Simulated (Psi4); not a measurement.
**CH3InS (SMILES [CH2]1[S][InH]1) at CCSD/def2-SVP (core potential)**

What is the vertical singlet–triplet gap of CH3InS at CCSD/def2-SVP (core potential)? 

The results are computed with Psi4 1.11.

### 1 The system as given

CH3InS: 6 atoms, total charge 0, spin state singlet. SMILES: `[CH2]1[S][InH]1`. The shape comes from GFN2-xTB, which is rough for such elements, and wasn't checked as a minimum.

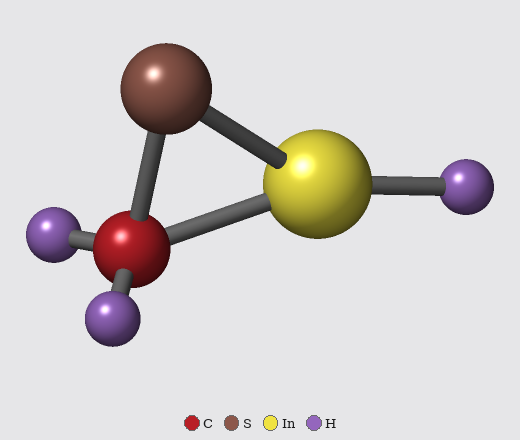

The structure, seen from a chosen angle (carbon red, sulfur brown, indium yellow, hydrogen purple).

### 2 A single-point energy at CCSD/def2-SVP (core potential)

input.inp

```
memory 1.6 GB

molecule geom {
  0 1
  C
  S 1 1.995259
  In 1 2.169609 2 69.06451
  H 1 1.084715 2 107.91398 3 -118.98072
  H 1 1.08507 4 112.61869 2 119.11678
  H 3 1.755786 1 156.98013 4 -82.01598
  symmetry c1
}

set reference rhf
set puream true
set e_convergence 1e-09
set d_convergence 1e-08
set scf_type pk
set num_frozen_docc 10

result, w = energy("ccsd/def2-SVP", return_wfn=True)
```

Started as:

```console
$ psi4 -i input.inp -o input.out -n 1
```

input.out:

```text
[...]
    !!!  WARNING: ECP capability is in beta. Please check occupations closely.  !!!
[...]
  Running in c1 symmetry.
[...]
  Nuclear repulsion =  161.321085613443870
[...]
  Multiplicity = 1
[...]
  Nalpha       = 23
  Nbeta        = 23
[...]
    Number of basis functions: 73
[...]
   @RHF iter   1:  -626.04317944680008   -1.50668e+00   4.90851e-03 DIIS/ADIIS
[...]
   @RHF iter  13:  -626.13844380616842   -7.84439e-12   5.02517e-09 DIIS
[...]
    Orbital Energies [Eh]
    ---------------------
    Doubly Occupied:
       1A    -91.880996     2A    -11.255268     3A     -8.914187
       4A     -6.601382     5A     -6.600117     6A     -6.598485
       7A     -5.414133     8A     -3.674332     9A     -3.668101
      10A     -3.666011    11A     -1.072718    12A     -1.056995
      13A     -1.055605    14A     -1.054402    15A     -1.053277
      16A     -0.945740    17A     -0.788284    18A     -0.572844
      19A     -0.545672    20A     -0.475340    21A     -0.390617
      22A     -0.332693    23A     -0.314454
[...]
  @RHF Final Energy:  -626.13844380616842
   => Energetics <=
    Nuclear Repulsion Energy =            161.3210856134438700
    One-Electron Energy =               -1259.0557496448477650
    Two-Electron Energy =                 471.5962202252355269
    Total Energy =                       -626.1384438061684250
[...]
 Multipole Moments:
 ------------------------------------------------------------------------------------
     Multipole            Electronic (a.u.)      Nuclear  (a.u.)        Total (a.u.)
 ------------------------------------------------------------------------------------
 L = 1.  Multiply by 2.5417464519 to convert [e a0] to [Debye]
 Dipole X            :         -0.0080843            0.0057639           -0.0023204
 Dipole Y            :         42.0700453          -40.8512425            1.2188028
 Dipole Z            :         -9.8390694            9.0702426           -0.7688268
 Magnitude           :                                                    1.4410344
[...]
      * MP2 total energy                      = -626.495002038338612
[...]
      * CCSD total energy                     = -626.529293056911911
[...]
```

Wall time 16 s (1 thread of AMD EPYC 7R43 (Zen 3), shared host); peak memory 0.37 GiB.

### 3 The triplet, same level

job.dat

```
memory 1600 mb

molecule m {
  0 3
  C     -0.146440    -0.792200    -0.461070
  S     -1.384720     0.754500    -0.696530
  In     0.479770     0.893910     0.752230
  H      0.295080    -1.016060    -1.426240
  H     -0.719260    -1.622620    -0.061500
  H      1.475580     1.782470     1.893110
  symmetry c1
  no_reorient
  no_com
}

set basis def2-SVP
set reference uhf
set puream true
set e_convergence 1e-09
set d_convergence 1e-08
set scf_type pk
set num_frozen_docc 10
set maxiter 200

energy('ccsd')
print_variables()
```

Started as:

```console
$ psi4 -i job.dat -o job.out -n 1
```

job.out:

```text
[...]
    !!!  WARNING: ECP capability is in beta. Please check occupations closely.  !!!
[...]
  Running in c1 symmetry.
[...]
  Nuclear repulsion =  161.321083501999141
[...]
  Multiplicity = 3
[...]
  Nalpha       = 24
  Nbeta        = 22
[...]
    Number of basis functions: 73
[...]
   @UHF iter   1:  -625.87381584746367   -1.23045e+00   4.96210e-03 DIIS/ADIIS
[...]
   @UHF iter  29:  -626.02031096622761   -5.11591e-12   7.12943e-09 DIIS
[...]
   @S^2 Observed:                2.049942128E+00
[...]
    Orbital Energies [Eh]
    ---------------------
    Alpha Occupied:
       1A    -91.931667     2A    -11.312703     3A     -8.965150
       4A     -6.657830     5A     -6.648336     6A     -6.647884
       7A     -5.400022     8A     -3.655717     9A     -3.655242
      10A     -3.651950    11A     -1.087826    12A     -1.050730
      13A     -1.040685    14A     -1.040103    15A     -1.037764
      16A     -1.003300    17A     -0.856505    18A     -0.632740
      19A     -0.610628    20A     -0.504633    21A     -0.459899
      22A     -0.405227    23A     -0.376398    24A     -0.183740
    Alpha Virtual:
      25A      0.021746    26A      0.068959    27A      0.134479
[...]
  @UHF Final Energy:  -626.02031096622761
   => Energetics <=
    Nuclear Repulsion Energy =            161.3210835019991407
    One-Electron Energy =               -1258.1039138069090768
    Two-Electron Energy =                 470.7625193386824094
    Total Energy =                       -626.0203109662276120
  UHF NO Occupations:
  HONO-2 :   22  A 1.9879401
  HONO-1 :   23  A 1.0000000
[...]
 Multipole Moments:
 ------------------------------------------------------------------------------------
     Multipole            Electronic (a.u.)      Nuclear  (a.u.)        Total (a.u.)
 ------------------------------------------------------------------------------------
 L = 1.  Multiply by 2.5417464519 to convert [e a0] to [Debye]
 Dipole X            :         22.3878189          -22.5020839           -0.1142650
 Dipole Y            :        -48.1628243           47.6866719           -0.4761524
 Dipole Z            :         -4.6592710            4.3299295           -0.3293415
 Magnitude           :                                                    0.5901216
[...]
      * MP2 total energy                      = -626.353390383883493
[...]
      * CCSD total energy                     = -626.396832222040530
[...]
```

Wall time 69 s (1 thread of AMD EPYC 7R43 (Zen 3), shared host); peak memory 0.4 GiB.

### 4 What came out

Level: CCSD/def2-SVP (core potential), 10 core orbitals frozen.

```
                                                           quantity          value
                                              singlet: total energy  -626.52929 Eh
                       singlet: HOMO energy (Hartree–Fock orbitals)       -8.56 eV
                       singlet: LUMO energy (Hartree–Fock orbitals)        0.90 eV
                     singlet: HOMO–LUMO gap (Hartree–Fock orbitals)        9.46 eV
              singlet: correlation energy (10 core orbitals frozen)     -390.8 mEh
                                             singlet: T1 diagnostic          0.016
                                              triplet: total energy  -626.39683 Eh
triplet: HOMO energy (Hartree–Fock orbitals) (highest over α and β)       -5.00 eV
 triplet: LUMO energy (Hartree–Fock orbitals) (lowest over α and β)       -0.61 eV
              triplet: correlation energy (10 core orbitals frozen)     -376.5 mEh
                         triplet: ⟨S²⟩ of the reference determinant          2.050
                                             triplet: T1 diagnostic          0.059
                   vertical energy of the triplet above the singlet       3.604 eV
```

At this shape the triplet lies 3.60 eV (348 kJ/mol) above the singlet. The T1 diagnostic (triplet) of 0.059 is above the customary mark for such species, so a single reference may not serve.
